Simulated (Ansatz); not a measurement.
# Profile along the La–Tl line in LaTl (CsCl type)

LaTl (CsCl type), conventional cell a = 3.919 Å, b = 3.919 Å, c = 3.919 Å, α = 90.00°, β = 90.00°, γ = 90.00°. The calculation uses the primitive cell of 2 atoms, to which meshes and values per cell refer.

Fields along a shortest La–Tl line of a {110} plane (3.39 Å), from La to Tl, interpolated on the slice's grid (step about 0.2 Å). Level of theory: PBEsol (plane waves to 420 eV, PAW, scalar-relativistic; Ansatz, a quantum-chemistry and plane-wave program). k mesh 12×12×12. These are valence fields of a PAW run, semicore shells included where kept as valence: close to a nucleus they are smooth pseudo fields. LaTl is run without spin polarisation. LaTl was relaxed with its symmetry unable to fall. Spin-orbit coupling is left out, though Tl is heavy.

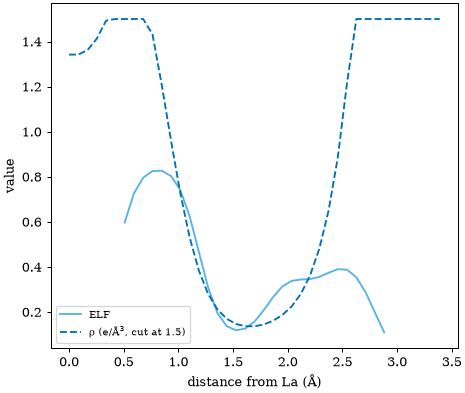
Fig. 1. ELF (away from the nuclei) and valence density from La to Tl.

Density on the La–Tl line (3.39 Å) at its midpoint: 0.14 e/Å³. ELF at that point: 0.2.
